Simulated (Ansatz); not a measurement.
**Scan of one atom of the cell for Ru (hcp, Mg type)**

Ru (hcp, Mg type)

```
Ru
1.0
    2.70456     0.00000     0.00000
   -1.35228     2.34222     0.00000
    0.00000     0.00000     4.26009
Ru
2
Cartesian
  0.00000   1.56148   3.19507
  1.35228   0.78074   1.06502
```

Scan: atom 2 (Ru, nearest neighbour Ru at 2.641 Å; its periodic images, 2.7 Å or more away, move with it) is displaced along Cartesian x, direction (1.000, 0.000, 0.000) in Cartesian axes, by s. The other atoms stay.

These are r2SCAN (plane waves to 500 eV, PAW, scalar-relativistic; Ansatz, a quantum-chemistry and plane-wave program) values and carry that method's errors. k mesh 16×16×9 (Γ-centred), Fermi-Dirac smearing 0.05 eV. The energy includes the smearing's −TS. Compression counts positive. With partly filled bands, energies and forces of such displacements shift with the k mesh and the smearing. Ru is run without spin polarisation. Ru was relaxed with its symmetry unable to fall. The zero of ΔE is the undisplaced structure.

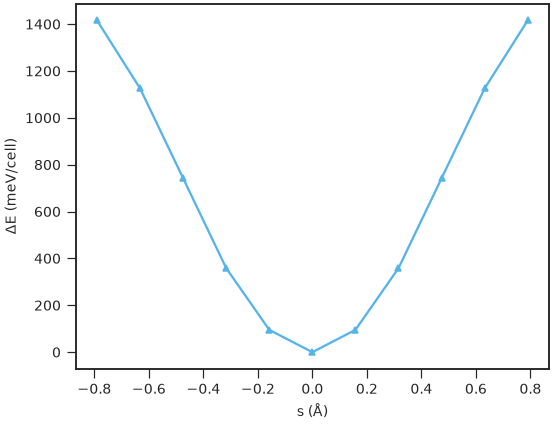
Figure. ΔE (meV/cell) against s (Å); one marker a computed point.

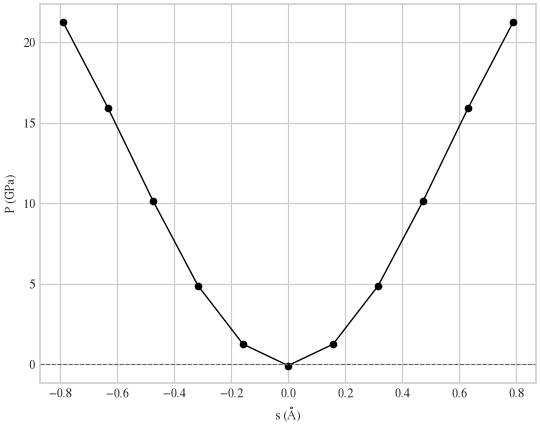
Figure: P (GPa) against s (Å); computed points joined by lines.

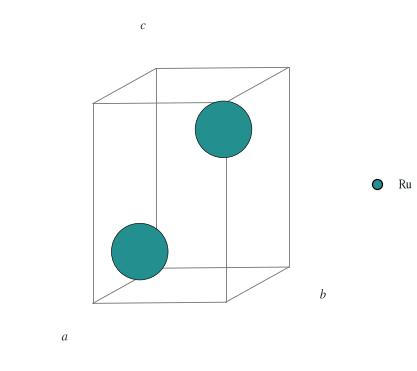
The cell of the calculation at s = 0.790 Å.

The energy at s = 0.790 Å comes out as 1416 meV/cell. The force along the line at s = -0.790 Å is 1.41 eV/Å. Shape of the curve: a single well with its minimum at or next to zero displacement. Symmetry of the curve: even: the same for both signs. Harmonic estimate at the end of the scan: ½ks² = 2339 meV/cell against the computed 1416 meV/cell, so the well is softer than harmonic there.

With its periodic images moving along, the atom's site symmetry in this cell is -6m2.

(A displaced cell: forces are minus the slopes of the energy, force constants its curvatures, and phonons follow from these.)
